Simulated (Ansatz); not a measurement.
**F2H4Si3 (SMILES F[Si][SiH2][SiH2]F): density, localisation and related maps**

```csv
atom,x (Å),y (Å),z (Å)
F,-0.5733,2.6052,-3.1989
F,-0.8303,0.1227,1.0678
Si,1.0490,2.3477,-3.3867
Si,1.3028,1.0395,-1.3202
Si,-0.8237,0.9616,-0.3378
H,2.3061,1.6942,-0.4204
H,1.8116,-0.3317,-1.6463
H,-1.7841,0.2983,-1.2633
H,-1.2939,2.3434,-0.0402
```

Geometry: B3LYP-D3(BJ)/def2-SVP.

The calculation used isolated molecule in a Gaussian basis; Kohn-Sham density functional theory, functional PBE0 in Ansatz 0.2.0.

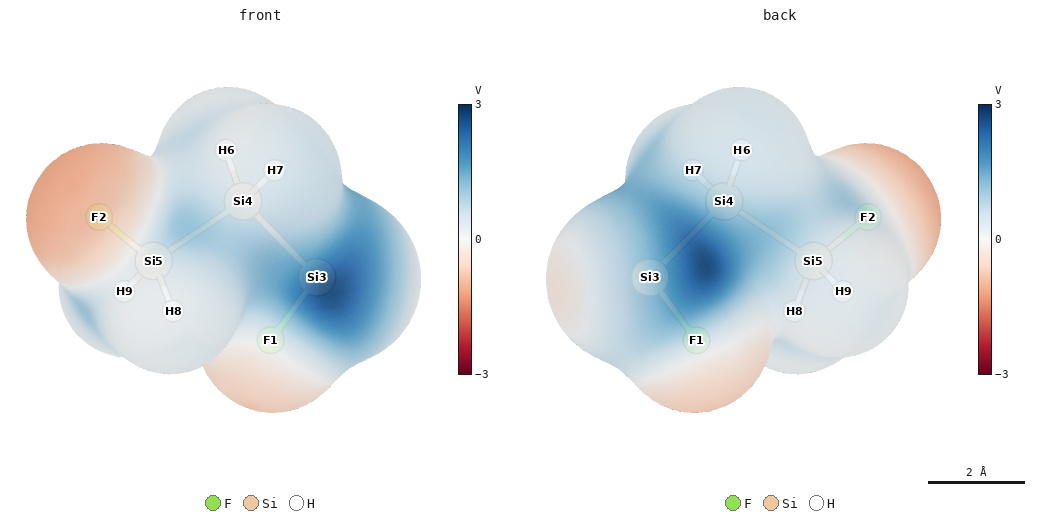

Figure 1. The molecular electrostatic potential painted on the density surface at 0.002 e/bohr³, seen from the front and from behind; red is negative and blue positive.

**Which sites attract a positive test charge, and which a negative one?**

A positive charge is drawn to the negative regions and a negative charge to the positive ones. The most negative region (about −1.1 V, or −25 kcal/mol for a unit charge) lies over F2, the most positive (about +2.7 V, or +62 kcal/mol for a unit charge) over Si3.

**What dipole moment does the calculation give?**

Its dipole moment is 2.09 D.

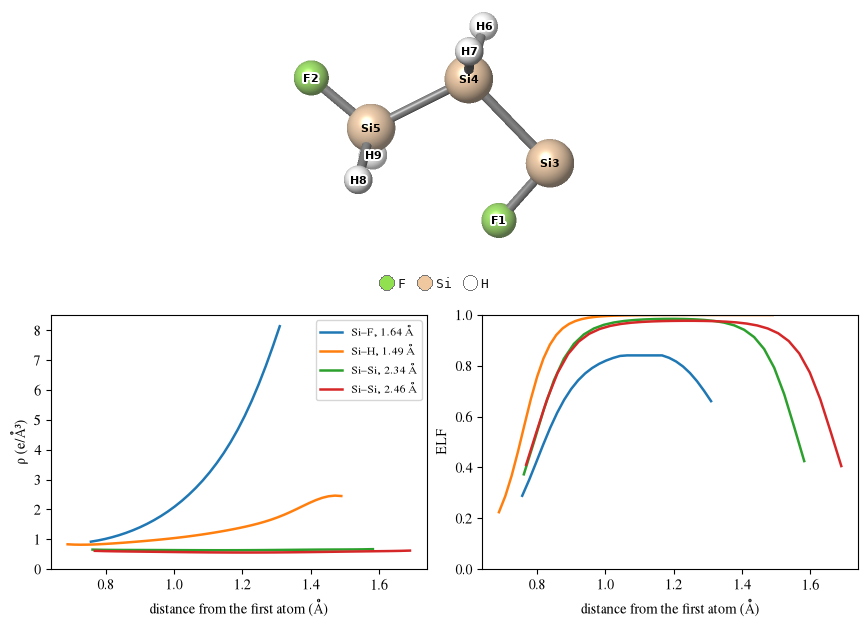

Figure 2. Electron density and electron localisation function along straight lines between neighbouring atoms. The curves leave out the atomic cores. The structure is drawn too.

**What can be read from the curves?**

Si–F (1.64 Å): the density is about 1.1 e/Å³ at the midpoint; the ELF peaks at about 0.85 in the valence shell of F, 0.6 Å from its nucleus, and is about 0.50 at the midpoint.
Si–H (1.49 Å): the density is about 0.82 e/Å³ at the midpoint; the ELF climbs to about 1 towards the hydrogen, as it does in any bond to H.
Si–Si (2.34 Å): ρ is about 0.63 e/Å³ halfway; the ELF peaks at about 1 between the atoms, as expected for a covalent bond.
Si–Si (2.46 Å): ρ at the midpoint is about 0.56 e/Å³; the ELF peaks at about 1 between the atoms (localised, covalent bonding).

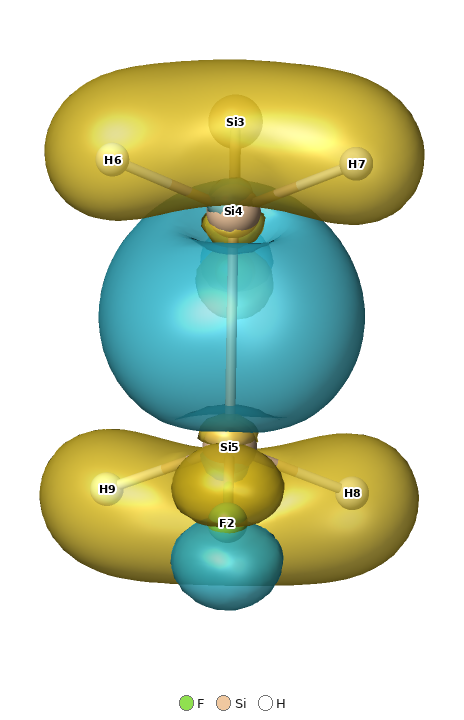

Figure 3. The HOMO−1 at ±0.1 Å⁻³ᐟ² (yellow and cyan are the two phases), seen at an oblique angle.

**Where does this orbital lie, and at what energy?**

By Hirshfeld shares it lies mainly on Si4 (about 35 %), Si5 (about 30 %), H6 (about 5 %), H7 (about 5 %), H8 (about 5 %) and H9 (about 5 %). Its energy is −8.57 eV.
